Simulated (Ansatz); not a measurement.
# N_i (6-fold void) in Y4S3N2 (C2/m): charge-transition levels and formation energies, part 2 of 2

Aim: at which Fermi levels does N_i (6-fold void) in Y4S3N2 (C2/m) change its charge? The model is a cell of 54 host atoms with 1 N put in.

Ansatz; place-levels on PBEsol runs: charge-transition levels and formation energies with image-charge correction and potential alignment at the atomic sites.

So far: The starting structure; What was run first.

### Step 3. Placing the levels, PBEsol

A charged cell interacts with its images and the background, and its potential has another zero than the host's. place-levels removes the first by a point-charge model, screened by the static dielectric constant since the ions have relaxed around the charge, and the second by comparing potentials at atoms far from the defect.

The host is a run of the defect-free crystal in the same cutoffs, grids and k-points, so that basis and sampling errors cancel in part in the differences. Its band edges come from a run of the primitive cell that searches the zone for them. Chemical potentials are energies per atom of N (N2 molecule), run with the same functional and cutoff.

Contents of levels.point.yaml:

```yaml
host:
  run: host.point.run
  levels_from: { run: edges.point.run }
states: [qm3.point.run, qm3_M2.point.run, qm2_M1.point.run, qm1.point.run, qm1_M2.point.run, q0_M1.point.run, qp1.point.run, qp1_M2.point.run]
geometry_from:
  qm3.point.run: qm3.relax.run
  qm3_M2.point.run: qm3_M2.relax.run
  qm2_M1.point.run: qm2_M1.relax.run
  qm1.point.run: qm1.relax.run
  qm1_M2.point.run: qm1_M2.relax.run
  q0_M1.point.run: q0_M1.relax.run
  qp1.point.run: qp1.relax.run
  qp1_M2.point.run: qp1_M2.relax.run
  host.point.run: host.relax.run
chemical_potentials:
  "N":
    energy: -378.471758
    dataset: "<sha256 of the dataset>"
epsilon: [6.75, 7.0, 6.49]
static_epsilon:
  - [14.06, 0.0, 1.03]
  - [0.0, 17.01, 0.0]
  - [1.03, 0.0, 13.95]
vertical:
  - { from: qm3.point.run, to: qm3.point_neutral.run }
  - { from: qm3_M2.point.run, to: qm3_M2.point_neutral.run }
  - { from: qm2_M1.point.run, to: qm2_M1.point_neutral.run }
  - { from: qm1.point.run, to: qm1.point_neutral.run }
  - { from: qm1_M2.point.run, to: qm1_M2.point_neutral.run }
  - { from: qp1.point.run, to: qp1.point_neutral.run }
  - { from: qp1_M2.point.run, to: qp1_M2.point_neutral.run }
```

Command:

```bash
ansatz place-levels levels.point.yaml -- --threads 8 --pin off --max-ram 14131MiB
```

The log of the run:

```text
[... repeated set-up lines and file paths are left out, and long positions are rounded to six places ...]
(+1/0) 0.303 eV beneath the valence edge, in the valence band
(0/-1) 0.561 eV above the valence edge, 0.706 eV under the conduction edge
(-1/-2) 1.696 eV above the valence edge, in the conduction band; not on the lower envelope
(-2/-3) 1.208 eV above the valence edge, 0.058 eV under the conduction edge; not on the lower envelope
(-1/-3) 1.452 eV above the valence edge, in the conduction band: charges between them are lowest nowhere
formation energy of charge +1: +3.075 eV with the Fermi level at the valence edge
formation energy of charge 0: +2.772 eV with the Fermi level at the valence edge
formation energy of charge -1: +3.333 eV with the Fermi level at the valence edge
formation energy of charge -2: +5.029 eV with the Fermi level at the valence edge
formation energy of charge -3: +6.237 eV with the Fermi level at the valence edge
vertical -3 to 0: no energy, since no alignment is typed
  the change from vertical[0].from (qm3.point.run) to vertical[0].to (qm3.point_neutral.run): by its spins about the atoms it stands at 0.500 0.666 0.500, with an rms radius of about 2.5 Å (1.6 1.4 1.3 Å across the planes of the cell's vectors); [...]
vertical -3 to 0: no energy, since no alignment is typed
  the change from vertical[1].from (qm3_M2.point.run) to vertical[1].to (qm3_M2.point_neutral.run): by its potential at epsilon [6.75, 7, 6.49] it stands at 0.000 0.666 0.001, with an rms radius of about 5.9 Å (3.6 3.6 3.0 Å across the planes of the cell's [...]
vertical -2 to 0: no energy, since no alignment is typed
  the change from vertical[2].from (qm2_M1.point.run) to vertical[2].to (qm2_M1.point_neutral.run): by its potential at epsilon [6.75, 7, 6.49] it stands at 0.500 0.666 0.499, with an rms radius of about 5.0 Å (3.1 3.2 2.4 Å across the planes of the cell's [...]
vertical -1 to 0: no energy, since no alignment is typed
  the change from vertical[3].from (qm1.point.run) to vertical[3].to (qm1.point_neutral.run): by its potential at epsilon [6.75, 7, 6.49] it stands at 0.609 0.767 0.714, with an rms radius of about 2.5 Å (1.5 1.7 0.9 Å across the planes of the cell's [...]
vertical -1 to 0: no energy, since no alignment is typed
  the change from vertical[4].from (qm1_M2.point.run) to vertical[4].to (qm1_M2.point_neutral.run): by its potential at epsilon [6.75, 7, 6.49] it stands at 0.548 0.666 0.454, with an rms radius of about 6.1 Å (4.0 3.8 2.6 Å across the planes of the cell's [...]
vertical +1 to 0: no energy, since no alignment is typed
  the change from vertical[5].from (qp1.point.run) to vertical[5].to (qp1.point_neutral.run): by its potential at epsilon [6.75, 7, 6.49] it stands at 0.502 0.493 0.995, with an rms radius of about 3.6 Å (2.0 2.0 2.2 Å across the planes of the cell's [...]
vertical +1 to 0: no energy, since no alignment is typed
  the change from vertical[6].from (qp1_M2.point.run) to vertical[6].to (qp1_M2.point_neutral.run): by its potential at epsilon [6.75, 7, 6.49] it stands at 0.606 0.666 0.551, with an rms radius of about 5.0 Å (2.9 3.5 2.1 Å across the planes of the cell's [...]
  edges by pbesol of host.levels_from (edges.point.run), its mesh sampled to repeats of 30.33 Å (the valence edge +0.154 eV and the conduction edge -0.183 eV from those of the host's own run), gap 1.266 eV; the host is sampled to repeats of 20.33 Å
  the defect's cells are sampled to repeats of 20.33 Å, like sampling
  charge +1: -112045.0050 eV with its correction of +0.238 eV, at epsilon [[14.06, 0, 1.03], [0, 17.01, 0], [1.03, 0, 13.95]], aligned at sites: +0.1057 eV, mean over 30 atomic sites at or beyond 4.88 Å from the defect at [0.5000, 0.6347, 0.5000], with [...]
  charge 0: +0.000 eV for its dipole among its images, +0.004 omitted
  charge -1: -112028.1639 eV with its correction of +0.034 eV, at epsilon [[14.06, 0, 1.03], [0, 17.01, 0], [1.03, 0, 13.95]], aligned at sites: +0.0987 eV, mean over 30 atomic sites at or beyond 4.88 Å from the defect at [0.5000, 0.6347, 0.5000], with [...]
  charge -2: -112018.1771 eV with its correction of +0.205 eV, at epsilon [[14.06, 0, 1.03], [0, 17.01, 0], [1.03, 0, 13.95]], aligned at sites: +0.1622 eV, mean over 30 atomic sites at or beyond 4.88 Å from the defect at [0.5000, 0.6347, 0.5000], with [...]
  charge -3: -112008.6777 eV with its correction of +0.626 eV, at epsilon [[14.06, 0, 1.03], [0, 17.01, 0], [1.03, 0, 13.95]], aligned at sites: +0.1886 eV, mean over 30 atomic sites at or beyond 4.88 Å from the defect at [0.5000, 0.6347, 0.5000], with [...]
  charge +1: states[7] (qp1_M2.point.run) stands 1.599 eV higher, with a moment of 2.00 μB against 0.00
  charge -1: states[4] (qm1_M2.point.run) stands 1.172 eV higher, with a moment of 2.00 μB against 0.00
  charge -3: states[1] (qm3_M2.point.run) stands 0.611 eV higher, with a moment of 2.00 μB against 0.00
  of states[6] (qp1.point.run): it parts from the run at its places by a charge that spreads by about 2.2 Å along one vector (1.3 Å or more is wide), by its potential at epsilon [6.75, 7, 6.49], taken for that of held ions (one typed too small widens it), [...]
  of states[5] (q0_M1.point.run): its displacements don't fall off away from the defect: farther atoms stand 0.023 Å off the host's places. [...]
  of states[3] (qm1.point.run): its displacements don't fall off away from the defect: farther atoms stand 0.03 Å off the host's places. [...]
  of states[2] (qm2_M1.point.run): it parts from the run at its places by a charge that spreads by about 2.4 Å along one vector (1.3 Å or more is wide), by its potential at epsilon [6.75, 7, 6.49], taken for that of held ions (one typed too small widens it), [...]
  of states[0] (qm3.point.run): it parts from the run at its places by a charge that spreads by about 1.3 Å along one vector (1.3 Å or more is wide), by the spins about the atoms, where the cell does not tell a trapped carrier from a band state. [...]
  of states[7] (qp1_M2.point.run): it parts from the run at its places by a charge that spreads by about 3.5 Å along one vector (2 Å or more is wide), by its potential at epsilon [6.75, 7, 6.49], taken for that of held ions (one typed too small widens it), [...]
  of states[4] (qm1_M2.point.run): it parts from the run at its places by a charge that spreads by about 4 Å along one vector (1.7 Å or more is wide), by its potential at epsilon [6.75, 7, 6.49], taken for that of held ions (one typed too small widens it), [...]
  of states[1] (qm3_M2.point.run): it parts from the run at its places by a charge that spreads by about 3 Å along one vector (1.3 Å or more is wide), by its potential at epsilon [6.75, 7, 6.49], taken for that of held ions (one typed too small widens it), [...]
  of vertical[0].from (qm3.point.run): it parts from the run at its places by a charge that spreads by about 1.3 Å along one vector (1.3 Å or more is wide), by the spins about the atoms, where the cell does not tell a trapped carrier from a band state. [...]
  of vertical[1].from (qm3_M2.point.run): its displacements don't fall off away from the defect: farther atoms stand 0.034 Å off the host's places. [...]
  vertical[1].to (qm3_M2.point_neutral.run): levels filled in part (TS 0.006 eV): its energy is of no whole electron's
  of vertical[1].to (qm3_M2.point_neutral.run): its displacements don't fall off away from the defect: farther atoms stand 0.034 Å off the host's places. [...]
  of vertical[2].from (qm2_M1.point.run): its displacements don't fall off away from the defect: farther atoms stand 0.044 Å off the host's places. [...]
  vertical[2].to (qm2_M1.point_neutral.run): levels filled in part (TS 0.007 eV): its energy is of no whole electron's
  of vertical[2].to (qm2_M1.point_neutral.run): its displacements don't fall off away from the defect: farther atoms stand 0.044 Å off the host's places. [...]
  of vertical[3].from (qm1.point.run): its displacements don't fall off away from the defect: farther atoms stand 0.03 Å off the host's places. [...]
  of vertical[3].to (qm1.point_neutral.run): its displacements don't fall off away from the defect: farther atoms stand 0.03 Å off the host's places. [...]
  of vertical[4].from (qm1_M2.point.run): its displacements don't fall off away from the defect: farther atoms stand 0.028 Å off the host's places. [...]
  vertical[4].to (qm1_M2.point_neutral.run): levels filled in part (TS 0.001 eV): its energy is of no whole electron's
  of vertical[4].to (qm1_M2.point_neutral.run): its displacements don't fall off away from the defect: farther atoms stand 0.028 Å off the host's places. [...]
  of vertical[5].from (qp1.point.run): its displacements don't fall off away from the defect: farther atoms stand 0.049 Å off the host's places. [...]
  of vertical[5].to (qp1.point_neutral.run): its displacements don't fall off away from the defect: farther atoms stand 0.049 Å off the host's places. [...]
  of vertical[6].from (qp1_M2.point.run): its displacements don't fall off away from the defect: farther atoms stand 0.017 Å off the host's places. [...]
  of vertical[6].to (qp1_M2.point_neutral.run): its displacements don't fall off away from the defect: farther atoms stand 0.017 Å off the host's places. [...]
```

It took 0.78 s on 8 threads of Intel Xeon 6975P-C (Granite Rapids), shared host.

Levels between the charges placed, in eV above the valence top:

```csv
,gap (eV),(+1/0),(0/−1),(−1/−2),(−2/−3)
PBEsol,1.27,-0.30,0.56,1.70,1.21
```

Corrections by state:

```csv
charge,moment (μB),image terms and alignment (eV),band filling (eV),ε used,"over the lowest of its charge, as the program ranks them, band filling apart (eV)"
+1,0.0,0.238,-,"principal values (12.97, 15.04, 17.01)",0.000
0,1.0,0.000,-,-,0.000
−1,0.0,0.034,-,"principal values (12.97, 15.04, 17.01)",0.000
−2,1.0,0.205,-,"principal values (12.97, 15.04, 17.01)",0.000
−3,0.0,0.626,-,"principal values (12.97, 15.04, 17.01)",0.000
+1,2.0,0.145,-,"principal values (12.97, 15.04, 17.01)",1.599
−1,2.0,0.014,-,"principal values (12.97, 15.04, 17.01)",1.172
−3,2.0,0.502,-,"principal values (12.97, 15.04, 17.01)",0.611
```

The charged structures listed were also run neutral, and place-levels reads from each pair, by the potential or the spins, how wide the charge is by which they differ; that can be the carrier of either run.

```csv
charge,rms radius (Å),spread where it is widest against the cell (Å),wide from (Å),reading
+1,3.6,2.23,1.32,wide
−1,2.5,1.54,1.73,narrow
−2,5.0,2.36,1.32,wide
−3,2.5,1.35,1.32,wide
```

The neutral runs of these pairs need not share the spin of the lowest neutral state, and very wide values only mean spread over the cell.

From the program's caveats on the states, each cut to its opening words:

- charge +1: it parts from the run at its places by a charge that spreads by about 2.2 Å along one vector (1.3 Å or more is wide), by its potential at epsilon [6.75, 7, [...]
- charge +1: its displacements don't fall off away from the defect: farther atoms stand 0.049 Å off the host's places
- charge 0 (1 μB): its displacements don't fall off away from the defect: farther atoms stand 0.023 Å off the host's places
- charge −1: its displacements don't fall off away from the defect: farther atoms stand 0.03 Å off the host's places
- charge −2 (1 μB): it parts from the run at its places by a charge that spreads by about 2.4 Å along one vector (1.3 Å or more is wide), by its potential at epsilon [6.75, 7, [...]
- charge −2 (1 μB): its alignment with the host at atomic sites is doubtful: the mean over the far sites moves by +0.0854 eV from their farther parts to their nearer, more than [...]
- charge −2 (1 μB): its sublattices stand up to 0.0437 Å off the host's, which by the two runs' forces adds about -0.03 eV to its energy against the host's, and moves the band [...]
- charge −2 (1 μB): its displacements don't fall off away from the defect: farther atoms stand 0.044 Å off the host's places
- charge −3: it parts from the run at its places by a charge that spreads by about 1.3 Å along one vector (1.3 Å or more is wide), by the spins about the atoms, where the [...]
- charge −3: its alignment with the host at atomic sites is doubtful: the mean over the far sites moves by +0.1102 eV from their farther parts to their nearer, more than [...]
- charge +1 (2 μB): it parts from the run at its places by a charge that spreads by about 3.5 Å along one vector (2 Å or more is wide), by its potential at epsilon [6.75, 7, [...]
- charge +1 (2 μB): its displacements don't fall off away from the defect: farther atoms stand 0.017 Å off the host's places
- charge +1 (2 μB): its moments are held at its close (magnetization.spin_locking), by a field of 0.018 eV a Bohr magneton, and its energy and levels are of the state that this [...]
- charge −1 (2 μB): it parts from the run at its places by a charge that spreads by about 4 Å along one vector (1.7 Å or more is wide), by its potential at epsilon [6.75, 7, [...]

Chemical potentials of the elements' reference phases, run alike. Formation energy by charge state (elemental references; gap 1.27 eV):

```csv
charge,at valence top (eV),at conduction bottom (eV),correction included (eV)
+1,3.07,4.34,0.24
0,2.77,2.77,0.00
−1,3.33,2.07,0.03
−2,5.03,2.50,0.21
−3,6.24,2.44,0.63
```

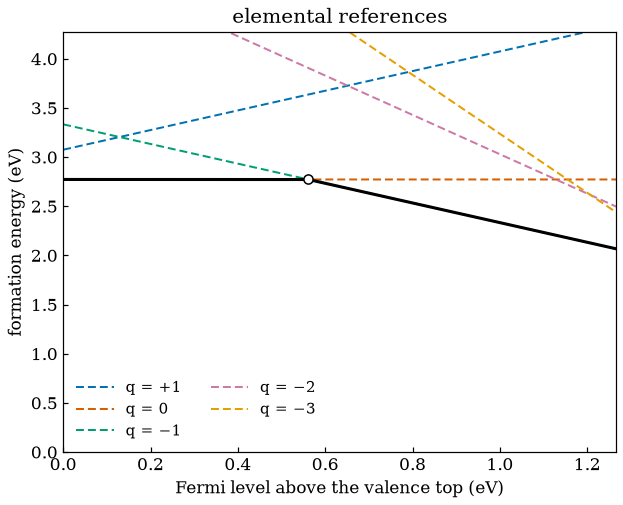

Formation energy against Fermi level; the thick line follows the lowest charge state and circles mark the transition levels.

### Step 4. The same at the relaxations' own k-points

The relaxations' own energies give the levels at their sampling, for comparison.

Contents of levels.relax_mesh.yaml:

```yaml
host:
  run: host.relax.run
  levels_from: { run: edges.relax.run }
states: [qm3.relax.run, qm3_M2.relax.run, qm2_M1.relax.run, qm1.relax.run, qm1_M2.relax.run, q0_M1.relax.run, qp1.relax.run, qp1_M2.relax.run]
chemical_potentials:
  "N":
    energy: -378.471758
    dataset: "<sha256 of the dataset>"
```

Command:

```bash
ansatz place-levels levels.relax_mesh.yaml -- --threads 8 --pin off --max-ram 14131MiB
```

The log of the run:

```text
(+1/0) 0.183 eV beneath the valence edge, in the valence band
(0/-1) 0.576 eV above the valence edge, 0.691 eV under the conduction edge
(-1/-2) 1.695 eV above the valence edge, in the conduction band; not on the lower envelope
[...]
formation energy of charge +1: +2.910 eV with the Fermi level at the valence edge
formation energy of charge 0: +2.728 eV with the Fermi level at the valence edge
formation energy of charge -1: +3.303 eV with the Fermi level at the valence edge
formation energy of charge -2: +4.998 eV with the Fermi level at the valence edge
formation energy of charge -3: +6.254 eV with the Fermi level at the valence edge
  edges by pbesol of host.levels_from (edges.relax.run), its mesh sampled to repeats of 30.33 Å (the valence edge +0.154 eV and the conduction edge -0.214 eV from those of the host's own run), gap 1.266 eV; the host is sampled to repeats of 14.99 Å
[... the lines on each state left out ...]
```

Run time: 0.21 s. Hardware: 8 threads.

Levels between neighbouring charges, in eV above the valence top:

```csv
,gap (eV),(+1/0),(0/−1),(−1/−2),(−2/−3)
"one point at (¼, ¼, ¼)",1.27,-0.18,0.58,1.70,1.26
a 2×2×2 shifted mesh,1.27,-0.30,0.56,1.70,1.21
```

Going from one point at (¼, ¼, ¼) to a 2×2×2 shifted mesh moves the levels that carry no band-filling term by up to 0.12 eV and formation energies against the elements by up to 0.16 eV.

### Step 5. Outcome

```json
{
  "gap of the host": "1.27 eV (PBEsol)",
  "level (plus 1/0)": "0.30 eV below the valence top",
  "level (0/minus 1)": "0.56 eV above the valence top",
  "level (minus 1/minus 2)": "1.70 eV above the valence top, past the conduction bottom, not a change between lowest states",
  "level (minus 2/minus 3)": "1.21 eV above the valence top, not a change between lowest states",
  "lowest of the charges placed, just above the valence top (0.02 eV)": "0",
  "lowest of the charges placed, just below the conduction bottom (0.02 eV)": "−1",
  "lowest formation energy at mid-gap of the charges run, elemental references": "2.70 eV"
}
```

Of the charges placed (−3, −2, −1, 0 and +1), the lowest changes at 0.56 eV (0/−1) above the valence top, in a gap of 1.27 eV. States placed: +1 at 0 μB and 2 μB; 0 at 1 μB; −1 at 0 μB and 2 μB; −2 at 1 μB; −3 at 0 μB and 2 μB. Other spin states or structures, where not listed, weren't placed. At charge −1 and 0 the atom put in ends up to 1.5 Å from its starting place, so the name tells the start alone and the levels can join different sites. Going from one point at (¼, ¼, ¼) to a 2×2×2 shifted mesh moves the levels that carry no band-filling term by up to 0.12 eV and formation energies against the elements by up to 0.16 eV. The program doubts the alignment of potentials for at least one state, a sign that the cell is small. Keep in mind: PBEsol makes the gap too small and tends to spread out bound carriers; where a gas molecule sets a chemical potential or the host's formation energy, its binding is uncorrected; force components of up to 0.13 eV/Å remain in a run at the final settings.

[Logs are printed without paths, hosts, clocks, repeated set-up lines and the standing remarks that a program may print on its own settings, such as how far it seeks lower states.]

[Hosts, paths, dates, database ids (printed as entryN), source tags and the programs' standing remarks are cut or masked in the printed files.]

[Where a table of states has a column of steps, it counts the stored structures, which are thinned; the runs took as many ionic steps or more.]

[A defect's name tells the site on which it was built; relaxed atoms can leave that site.]

[For some hosts the program warned that the k-mesh of the response run may be too coarse for force constants and the static dielectric constant; such warnings are not shown here.]
